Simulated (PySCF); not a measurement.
# C4H8F2GeS: the cost of one run

Programs: PySCF 2.14.0, with routines of our own; each step states its level. All values are computed. Atoms count from 0.

## 1. The starting structure

16 atoms, charge 0, multiplicity 1; geometry from: GFN2-xTB.

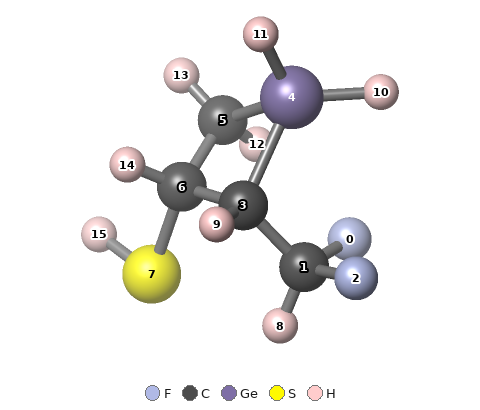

The starting geometry (fluorine light blue, carbon dark grey, germanium purple, sulfur yellow, hydrogen pink).

## 2. Circular dichroism and optical rotation: TDDFT LC-wPBE/def2-SVPD

Job settings and geometry (Å):

```
{"job": {"kind": "ecd", "xc": "LC-wPBE", "basis": "def2-SVPD", "nstates": 16}, "charge": 0, "multiplicity": 1}
F     -1.190069     0.760625    -1.641420
C     -0.729788     1.549846    -0.626995
F     -1.816632     2.239724    -0.200804
C     -0.209985     0.693884     0.496042
Ge    -1.308927    -0.986290     0.539670
C      0.373103    -1.434107    -0.435517
C      1.009707    -0.155114     0.121904
S      2.182218     0.685349    -1.020666
H     -0.012662     2.265329    -1.055145
H     -0.043596     1.341260     1.356185
H     -2.641366    -0.973787    -0.146535
H     -1.430673    -1.581338     1.920113
H      0.241751    -1.372428    -1.514496
H      0.933330    -2.337456    -0.204394
H      1.577550    -0.371562     1.029378
H      3.058439    -0.314989    -1.038253
```

With the program's defaults for keys left out, this is: TDDFT LC-wPBE/def2-SVPD circular dichroism and optical rotation, one conformer, gas phase.

The run is started by

```
> OMP_NUM_THREADS=1 python excited_run.py task.json out
```

One launch serves the whole session: the jobs run in the order shown.

**Question.** How long does this job take on 1 thread of Arm Neoverse V2, shared host, and how much memory does it need?

About 3.2 min, with a peak of 1.1 GiB.
